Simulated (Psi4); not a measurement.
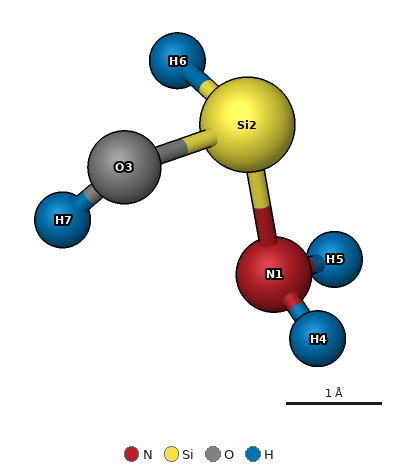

Fig. 1: The structure as given in the input (ball-and-stick view, seen at a tilt; atoms are numbered from 1 in the order of the input). Bond lengths as drawn: H–N 1.02 Å, H–O 0.96 Å, H–Si 1.55 Å, N–Si 1.83 Å and O–Si 1.70 Å.

## Excited-state calculation, with input and output: SiNH₄O (charge −1)

The run: excited-state calculation of SiNH₄O, charge −1, SMILES N[SiH-]O. Method and program: TDA (BHLYP)/def2-SVP, RKS (Psi4 1.11).

The geometry comes from this level: GFN2-xTB.

Input file (job.dat):
```python
memory 1.6 GB

molecule mol {
  -1 1
  N     -0.940250     0.080330    -0.489950
  Si     0.408150     0.625000     0.628660
  O      1.725490    -0.181570    -0.074880
  H     -0.881470     0.565790    -1.381210
  H     -1.837290     0.339730    -0.090590
  H      0.007340    -0.353090     1.768080
  H      1.518040    -1.076200    -0.360110
  symmetry c1
}

set basis def2-SVP
set reference rks
set puream true
set scf_type pk
set dft_radial_points 99
set dft_spherical_points 590
set save_jk true

from psi4.driver.procrouting.response.scf_response import tdscf_excitations
e, wfn = energy("bhhlyp", return_wfn=True)
states = tdscf_excitations(wfn, states=2, tda=True)
print_variables()
```

Run on 1 thread of Intel Xeon (Sapphire Rapids), 128 GiB of memory available, shared host.

Run as:
```bash
psi4 -n 1 job.dat job.out
```

Output:
```
Psi4 1.11 release

   => Loading Basis Set <=

    Name: DEF2-SVP
    Role: ORBITAL
    Keyword: BASIS

         ---------------------------------------------------------
                                   SCF
                              RKS Reference
                        1 Threads,   1525 MiB Core
         ---------------------------------------------------------

  ==> Geometry <==

    Molecular point group: c1
    Full point group: C1

    Geometry (in Angstrom), charge = -1, multiplicity = 1:

       Center              X                  Y                   Z               Mass
    ------------   -----------------  -----------------  -----------------  -----------------
         N           -1.337770459975    -0.164458055261    -0.642598243477    14.003074004430
         SI           0.010629540025     0.380211944739     0.476011756523    27.976926534650
         O            1.327969540025    -0.426358055261    -0.227528243477    15.994914619570
         H           -1.278990459975     0.321001944739    -1.533858243477     1.007825032230
         H           -2.234810459975     0.094941944739    -0.243238243477     1.007825032230
         H           -0.390180459975    -0.597878055261     1.615431756523     1.007825032230
         H            1.120519540025    -1.320988055261    -0.512758243477     1.007825032230

  Running in c1 symmetry.

  Rotational constants: A =      0.66295  B =      0.25124  C =      0.19626 [cm^-1]
  Rotational constants: A =  19874.65234  B =   7531.94085  C =   5883.87048 [MHz]
  Nuclear repulsion =  108.376372008166953

  Charge       = -1
  Multiplicity = 1
  Electrons    = 34
  Nalpha       = 17
  Nbeta        = 17

  ==> Algorithm <==

  SCF Algorithm Type is PK.
  DIIS enabled.
  MOM disabled.
  Fractional occupation disabled.
  Guess Type is SAD.
  Energy threshold   = 1.00e-06
  Density threshold  = 1.00e-06
  Integral threshold = 1.00e-12

  ==> Primary Basis <==

  Basis Set: DEF2-SVP
    Blend: DEF2-SVP
    Number of shells: 32
    Number of basis functions: 66
    Number of Cartesian functions: 69
    Spherical Harmonics?: true
    Max angular momentum: 2

  ==> DFT Potential <==

   => LibXC <=

    Version 7.1.2

   => Composite Functional: BHANDHLYP <=

    BHandHLYP Hyb-GGA Exchange-Correlation Functional

    Defined through Gaussian implementation.

    Deriv               =              1
    GGA                 =           TRUE
    Meta                =          FALSE

    Exchange Hybrid     =           TRUE
    MP2 Hybrid          =          FALSE

   => Exchange Functionals <=

    0.5000         Becke 88

   => Exact (HF) Exchange <=

    0.5000               HF

   => Correlation Functionals <=

    1.0000   Lee, Yang & Parr

   => LibXC Density Thresholds  <==

    XC_HYB_GGA_XC_BHANDHLYP:  1.00E-15

   => Molecular Quadrature <=

    Radial Scheme          =       TREUTLER
    Pruning Scheme         =           NONE
    Nuclear Scheme         =       TREUTLER

    Blocking Scheme        =         OCTREE
    BS radius alpha        =              1
    Pruning alpha          =              1
    Radial Points          =             99
    Spherical Points       =            590
    Total Points           =         390292
    Total Blocks           =           2846
    Max Points             =            256
    Max Functions          =             66
    Weights Tolerance      =       1.00E-15

  ==> Integral Setup <==

  Using in-core PK algorithm.
   Calculation information:
      Number of atoms:                   7
      Number of AO shells:              32
      Number of primitives:             62
      Number of atomic orbitals:        69
      Number of basis functions:        66

      Integral cutoff                 1.00e-12
      Number of threads:                 1

  Performing in-core PK
  Using 4890732 doubles for integral storage.
  We computed 136398 shell quartets total.
  Whereas there are 139656 unique shell quartets.

  ==> DiskJK: Disk-Based J/K Matrices <==

    J tasked:                  Yes
    K tasked:                  Yes
    wK tasked:                  No
    Memory [MiB]:              508
    Schwarz Cutoff:          1E-12

  Cached 100.0% of DFT collocation blocks in 0.621 [GiB].

  Minimum eigenvalue in the overlap matrix is 1.2984556900E-02.
  Reciprocal condition number of the overlap matrix is 2.7429277891E-03.
    Using symmetric orthogonalization.

  ==> Pre-Iterations <==

  SCF Guess: Superposition of Atomic Densities via on-the-fly atomic UHF (no occupation information).

   -------------------------
    Irrep   Nso     Nmo
   -------------------------
     A         66      66
   -------------------------
    Total      66      66
   -------------------------

  ==> Iterations <==

                        Total Energy        Delta E     RMS |[F,P]|

   @RKS iter SAD:  -420.86252900786809   -4.20863e+02   0.00000e+00
   @RKS iter   1:  -421.31484483045466   -4.52316e-01   1.26038e-02 ADIIS/DIIS
   @RKS iter   2:  -421.29294770097391    2.18971e-02   1.34527e-02 ADIIS/DIIS
   @RKS iter   3:  -421.62578426276986   -3.32837e-01   6.90253e-04 ADIIS/DIIS
   @RKS iter   4:  -421.62682685282715   -1.04259e-03   2.59613e-04 ADIIS/DIIS
   @RKS iter   5:  -421.62695984749956   -1.32995e-04   1.00308e-04 ADIIS/DIIS
   @RKS iter   6:  -421.62697863461005   -1.87871e-05   2.20766e-05 DIIS
   @RKS iter   7:  -421.62697971162027   -1.07701e-06   2.50279e-06 DIIS
   @RKS iter   8:  -421.62697973861430   -2.69940e-08   5.95485e-07 DIIS
  Energy and wave function converged.

  ==> Post-Iterations <==

   Electrons on quadrature grid:
      Ntotal   =   33.9999999695 ; deviation = -3.051e-08

    Orbital Energies [Eh]
    ---------------------

    Doubly Occupied:

       1A    -66.878295     2A    -19.437852     3A    -14.555334
       4A     -5.350087     5A     -3.618076     6A     -3.616912
       7A     -3.613704     8A     -0.875193     9A     -0.720688
      10A     -0.375261    11A     -0.328594    12A     -0.298834
      13A     -0.203551    14A     -0.184088    15A     -0.140823
      16A     -0.122308    17A      0.021742

    Virtual:

      18A      0.272392    19A      0.288097    20A      0.343908
      21A      0.351754    22A      0.362262    23A      0.442061
      24A      0.507407    25A      0.673250    26A      0.691090
      27A      0.740995    28A      0.757092    29A      0.791797
      30A      0.809698    31A      0.872850    32A      0.918993
      33A      0.942209    34A      0.978247    35A      1.049779
      36A      1.131772    37A      1.151249    38A      1.177259
      39A      1.243922    40A      1.311787    41A      1.354867
      42A      1.391002    43A      1.455344    44A      1.609991
      45A      1.650231    46A      1.741823    47A      1.790862
      48A      1.913380    49A      1.945053    50A      1.999372
      51A      2.046857    52A      2.107708    53A      2.370035
      54A      2.433505    55A      2.520311    56A      2.564884
      57A      2.920781    58A      2.941078    59A      3.085474
      60A      3.106654    61A      3.267694    62A      3.327971
      63A      3.402678    64A      3.469255    65A      3.710993
      66A      4.067907

    Final Occupation by Irrep:
              A
    DOCC [    17 ]
    NA   [    17 ]
    NB   [    17 ]

  @RKS Final Energy:  -421.62697973861430

   => Energetics <=

    Nuclear Repulsion Energy =            108.3763720081669533
    One-Electron Energy =                -805.2773676740152951
    Two-Electron Energy =                 294.9776472479124436
    DFT Exchange-Correlation Energy =     -19.7036313206784151
    Empirical Dispersion Energy =           0.0000000000000000
    VV10 Nonlocal Energy =                  0.0000000000000000
    Total Energy =                       -421.6269797386142955

Computation Completed

Properties will be evaluated at   0.000000,   0.000000,   0.000000 [a0]

Properties computed using the SCF density matrix

 Multipole Moments:

 ------------------------------------------------------------------------------------
     Multipole            Electronic (a.u.)      Nuclear  (a.u.)        Total (a.u.)
 ------------------------------------------------------------------------------------

 L = 1.  Multiply by 2.5417464519 to convert [e a0] to [Debye]
 Dipole X            :          2.1742761           -2.5989123           -0.4246363
 Dipole Y            :          0.8361406           -1.4022256           -0.5660850
 Dipole Z            :         -0.3628188           -0.6211001           -0.9839189
 Magnitude           :                                                    1.2119673

 ------------------------------------------------------------------------------------

	total time  =          6 seconds =       0.10 minutes

******************************************************************************************
**********                               WARNING                                **********
**********       The names of excited state variables changed between 1.5       **********
**********     and 1.6. For a quick solution, remove the symmetry specifier     **********
**********   from the variable name. For full details, see 'Notes on Psivars'   **********
**********                        in the documentation.                         **********
******************************************************************************************

         ---------------------------------------------------------
                         TDSCF excitation energies
         ---------------------------------------------------------

  ==> Options <==

     Residual threshold  : 1.0000e-04
     Initial guess       : denominators
     Reference           : RHF
     Solver type         : TDA (Davidson)

  ==> Requested Excitations <==

      2 singlet states with A symmetry

  ==> Seeking the lowest 2 singlet states with A symmetry

                         Generalized Davidson Solver

  ==> Options <==

    Max number of iterations        = 60
    Eigenvector tolerance           = 1.0000e-04
    Max number of expansion vectors = 400

  => Iterations <=
                           Max[D[value]]     Max[|R|]   # vectors
  DavidsonSolver iter   1:   1.83761e-01  6.06676e-02      8
  DavidsonSolver iter   2:   5.18470e-03  2.03802e-02     10
  DavidsonSolver iter   3:   3.93036e-04  5.09573e-03     12
  DavidsonSolver iter   4:   3.38679e-05  1.44705e-03     14
  DavidsonSolver iter   5:   2.90389e-06  4.27382e-04     16
  DavidsonSolver iter   6:   1.72202e-07  7.45459e-05     18      Converged

******************************************************************************************
**********                               WARNING                                **********
**********  Length-gauge rotatory strengths are **NOT** gauge-origin invariant  **********
******************************************************************************************

                                    Excitation Energy         Total Energy        Oscillator Strength             Rotatory Strength
     #   Sym: GS->ES (Trans)        au              eV              au          au (length)    au (velocity)    au (length)    au (velocity)
    ---- -------------------- --------------- --------------- --------------- --------------- --------------- --------------- ---------------
     1        A->A (1 A)       0.16056         4.36907        -421.46642       0.0567          0.0357         -0.0752         -0.0406
     2        A->A (1 A)       0.17815         4.84761        -421.44883       0.1449          0.0251         -0.0226         -0.0404

Contributing excitations
Only contributions with abs(coeff) > 1.00e-01 will be printed:

Excited State    1 (1 A):   0.16056 au   283.78 nm f = 0.0567
  Sums of squares: Xssq =  1.000000e+00
     17a  ->  18a     0.981224 (96.280%)
     17a  ->  19a     0.118113 ( 1.395%)

Excited State    2 (1 A):   0.17815 au   255.76 nm f = 0.1449
  Sums of squares: Xssq =  1.000000e+00
     17a  ->  18a     0.120169 ( 1.444%)
     17a  ->  19a    -0.978484 (95.743%)

******************************************************************************************
**********                               WARNING                                **********
**********       The names of excited state variables changed between 1.5       **********
**********     and 1.6. For a quick solution, remove the symmetry specifier     **********
**********   from the variable name. For full details, see 'Notes on Psivars'   **********
**********                        in the documentation.                         **********
******************************************************************************************

  Variable Map:
  ----------------------------------------------------------------------------
  "CURRENT ENERGY"              =>    -421.626979738614
  "CURRENT REFERENCE ENERGY"    =>    -421.626979738614
  "DD SOLVATION ENERGY"         =>       0.000000000000
  "DFT FUNCTIONAL TOTAL ENERGY" =>    -421.626979738614
  "DFT TOTAL ENERGY"            =>    -421.626979738614
  "DFT VV10 ENERGY"             =>       0.000000000000
  "DFT XC ENERGY"               =>     -19.703631320678
  "GRID ELECTRONS ALPHA"        =>      16.999999984747
  "GRID ELECTRONS BETA"         =>      16.999999984747
  "GRID ELECTRONS TOTAL"        =>      33.999999969493
  "NUCLEAR REPULSION ENERGY"    =>     108.376372008167
  "ONE-ELECTRON ENERGY"         =>    -805.277367674015
  "PCM POLARIZATION ENERGY"     =>       0.000000000000
  "PE ENERGY"                   =>       0.000000000000
  "SCF ITERATION ENERGY"        =>    -421.626979738614
  "SCF ITERATIONS"              =>       8.000000000000
  "SCF TOTAL ENERGY"            =>    -421.626979738614
  "TWO-ELECTRON ENERGY"         =>     294.977647247912
  "XC GRID RADIAL POINTS"       =>      99.000000000000
  "XC GRID SPHERICAL POINTS"    =>     590.000000000000
  "XC GRID TOTAL POINTS"        =>  390292.000000000000

  Array Variable Map:
  ----------------------------------------------------------------------------
  "CURRENT DIPOLE"              =>      -0.424636272547 ... -0.983918930901 1 by 3
  "SCF DIPOLE"                  =>      -0.424636272547 ... -0.983918930901 1 by 3
  "SCF TOTAL ENERGIES"          =>    -420.862529007868 ... -421.626979738614 1 by 9

    Psi4 run time: 0:00:16.85
```

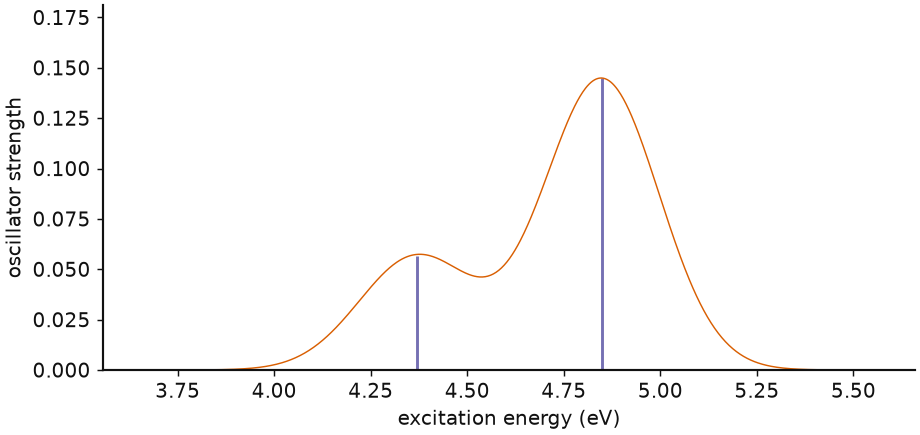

Fig. 2: Computed excitations as sticks (degenerate states added up, dark ones marked on the axis), with a Gaussian envelope of 0.35 eV full width at half maximum, scaled to the tallest. Of the 2 states the lowest lies at 4.37 eV (f = 0.057); the strongest line is at 4.85 eV, or 256 nm (f = 0.145).

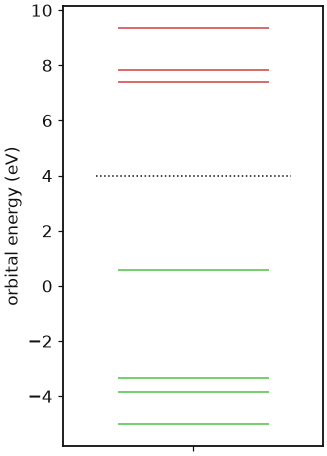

Fig. 3: Orbital energies near the frontier; the dotted line parts filled from empty levels, and levels within 0.02 eV of each other stand side by side. Highest filled 0.59 eV, lowest empty 7.41 eV, 6.82 eV apart.

Results in brief:

```json
{"quantity": "outcome", "value": "converged"}
{"quantity": "total energy", "value": "−421.626980 hartree"}
{"quantity": "basis functions", "value": "66"}
{"quantity": "HOMO", "value": "0.59 eV"}
{"quantity": "LUMO", "value": "7.41 eV"}
{"quantity": "lowest excitation", "value": "4.37 eV"}
{"quantity": "wall time", "value": "19 s"}
{"quantity": "peak memory", "value": "0.91 GiB"}
```

Notes:

The record of the run, not the program, notes: unbound anion.
